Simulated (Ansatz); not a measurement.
## Electronic structure of Cl₂H₃NSi in real space

The calculation's input:

```
crystal:
  periodic: [false, false, false]
  atoms:
    - {symbol: Si, position_ang: [-0.475581, -0.857262, -0.024905]}
    - {symbol: Cl, position_ang: [1.067019, -2.134839, -0.568990]}
    - {symbol: Cl, position_ang: [-1.468479, -0.345768, -1.771195]}
    - {symbol: H, position_ang: [-0.730073, 0.188888, 1.187109]}
    - {symbol: N, position_ang: [0.277150, 0.774042, 0.398861]}
    - {symbol: H, position_ang: [1.116924, 0.773235, 0.967310]}
    - {symbol: H, position_ang: [0.213041, 1.601604, -0.188191]}
basis:
  gaussian: {orbitals: def2-TZVPP}
hamiltonian: {xc: pbe0, dispersion: d4}
output: {orbitals: {seedname: orbitals}}
```

Launched as:

```sh
ansatz run in.yaml --threads 4 --pin off --events-out ev --progress --plain --max-ram 9574MiB
```

A transition-state structure; geometry: PBE0-D4/def2-TZVP.

Method: RKS PBE0-D4/def2-TZVPP in Ansatz 0.2.0.

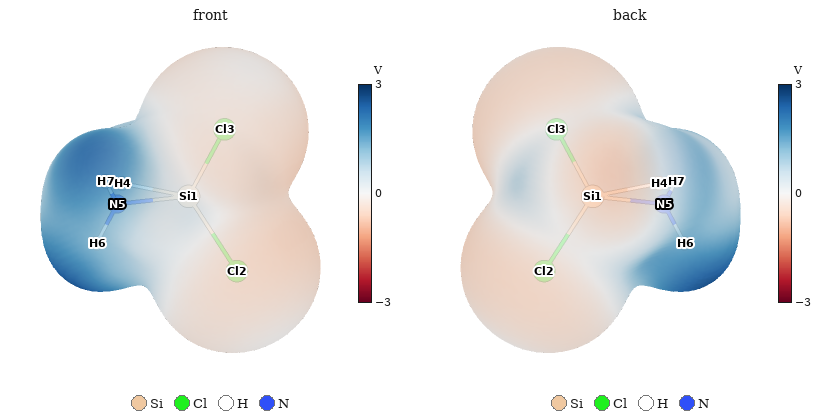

Figure 1. The molecular electrostatic potential painted on the density surface at 0.002 e/bohr³, seen from the front and from behind; the colour scale runs from red (negative) to blue (positive).

> Describe the electrostatic potential map.

The most negative region (about −0.7 V) lies over H4, the most positive (about +2.5 V) over H6.

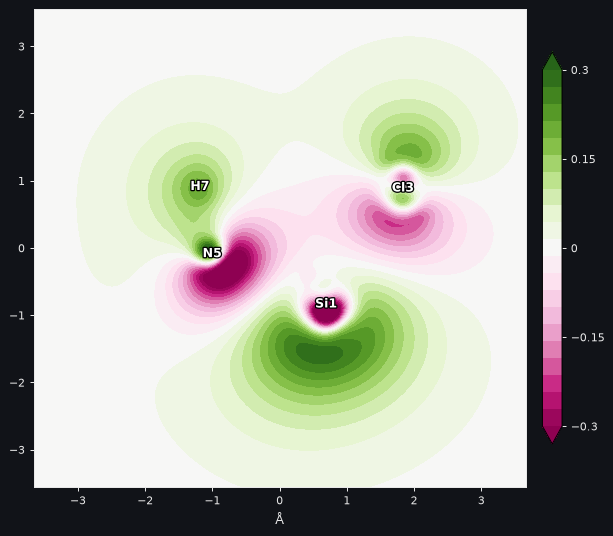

Figure 2. One frontier orbital on the plane of atoms Cl3, Si1 and N5 (values in Å⁻³ᐟ²; the overall sign is arbitrary).

> Which orbital is it: HOMO or LUMO?

The HOMO, at −6.40 eV. It lies mainly on Si1 (about 45 %), N5 (about 20 %), H4 (about 10 %), Cl2 (about 10 %) and Cl3 (about 10 %).

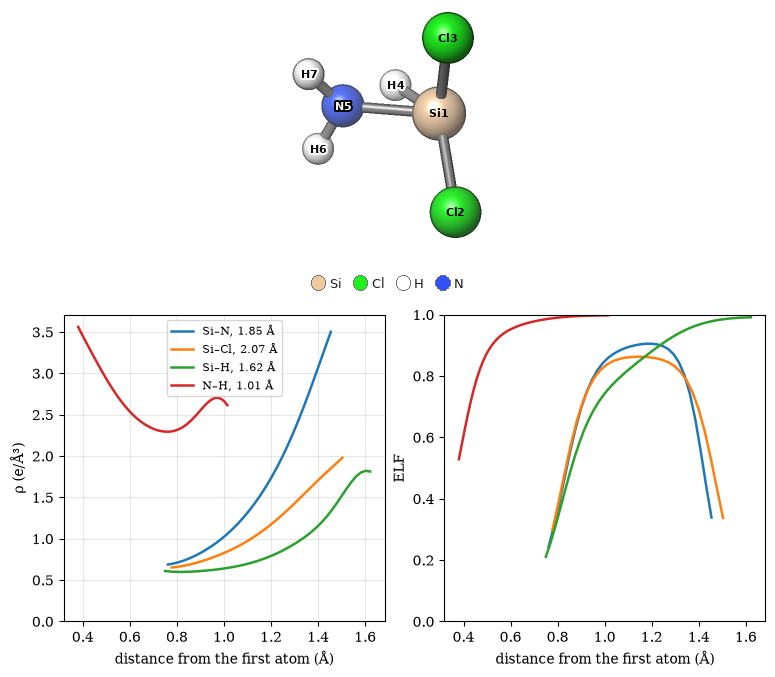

Figure 3. Electron density and ELF along straight lines between neighbouring atoms. The curves leave out the atomic cores. The structure is drawn too.

> What can be read from the curves?

Si–N (1.85 Å): ρ is about 0.87 e/Å³ halfway; the ELF peaks at about 0.90 between the atoms: a polar covalent bond.
Si–Cl (2.07 Å): ρ is about 0.88 e/Å³ halfway; the ELF peaks at about 0.85 between the atoms, as expected for a shared but strongly polarised pair.
Si–H (1.62 Å): the density is about 0.6 e/Å³ at the midpoint; the ELF climbs to about 1 towards the hydrogen, as it does in any bond to H.
N–H (1.01 Å): ρ at the midpoint is about 2.9 e/Å³; the ELF climbs to about 1 towards the hydrogen; a covalent bond by its length.
